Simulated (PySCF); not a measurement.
**C3H9AsSi2 (SMILES CC#C[SiH2][AsH+][SiH3]) (charge +1, doublet): density, localisation and related maps**

The calculation's input:

```
{"job": {"kind": "sp", "xc": "B3LYP", "basis": "ma-def2-SVP", "d3": "d3bj", "grid": 2}, "charge": 1, "multiplicity": 2}
C      1.877350    -1.987663    -0.591378
C      1.422203    -0.615681    -0.556135
C      1.055061     0.556513    -0.537402
Si     0.433566     2.242847    -0.492950
As    -1.832011     1.527256    -0.018621
Si    -1.960612    -0.172285     1.685829
H      2.504764    -2.160908    -1.481561
H      1.018451    -2.678493    -0.646102
H      2.465143    -2.232239     0.307874
H      0.853276     3.038765     0.679601
H      0.405168     2.960264    -1.784649
H     -2.325991     0.864211    -1.288976
H     -3.392515    -0.223722     2.060188
H     -1.073394     0.339470     2.755793
H     -1.471807    -1.418552     1.048149
```

Command:

```sh
OMP_NUM_THREADS=1 python redox_run.py task.json out
```

Geometry: B3LYP-D3(BJ)/def2-SVP.

Method: DFT single point, gas phase, functional B3LYP (PySCF).

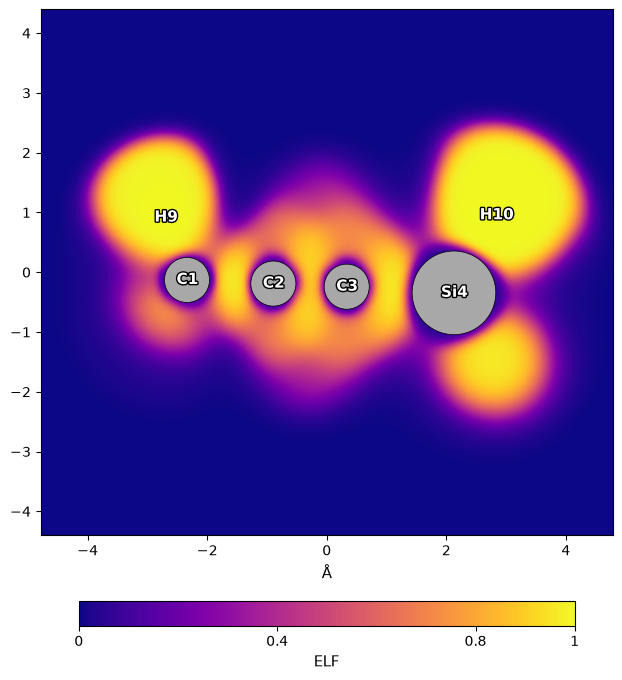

Figure 1. Electron localisation function on the plane of atoms C2, C1 and H9. Grey discs cover the atomic cores.

Question: Interpret the plot.

Answer:
- The plane passes through C, Si and H nuclei.
- C–C (1.23 Å): the ELF peaks at about 0.85 between the atoms (a multiple bond).
- C–Si (1.80 Å): the ELF peaks at about 0.95 between the atoms: a covalent bond.
- C–H (1.10 Å): the ELF climbs to about 1 towards the hydrogen, as it does in any bond to H; an ordinary covalent bond to hydrogen.
- Si–H (1.48 Å): the ELF climbs to about 1 towards the hydrogen.

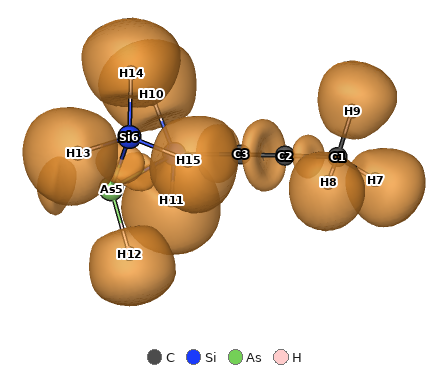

Figure 2. Isosurface of the ELF at 0.85 (orange), seen from one side. Core shells and regions of very low density are left out.

Question: What do the ELF domains correspond to?

Answer: The ELF exceeds this value in two regions between bonded As–Si atoms (shared pairs), two regions between bonded C–C atoms (shared pairs), one region between bonded C–Si atoms (shared pairs), nine regions around hydrogen nuclei and one lobe on As, pointing away from the bonds (non-bonding electrons).
